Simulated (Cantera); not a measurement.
A closed system holds: 1 mol Fe(CO)5, 1.2 mol CO, 31 mol H2, held at 0.420 bar.

Equilibrium computed with Cantera from the NASA thermochemical tables; the gas is ideal and each condensed phase is pure. Candidate condensed phases: C, C6H6, C7H8, C8H18, Fe, Fe(CO)5, FeO, Fe(OH)2, Fe(OH)3, Fe2O3, Fe3O4, H2O; 114 gas species. Condensed phases not in the tables: cementite and carbon dissolved in iron. The numbers say what is thermodynamically allowed, not how fast it happens.

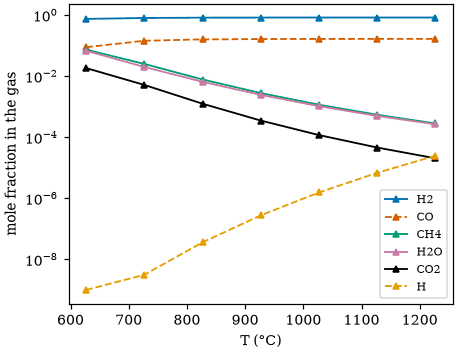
Equilibrium gas composition (values under 1e-9 drawn at 1e-9)

### Question
Read off the mole fractions at 827 °C.

### Answer
H2 about 0.82, CO about 0.16, CH4 about 0.0078, H2O about 0.0065, CO2 about 0.0013, H about 3.6e-8.
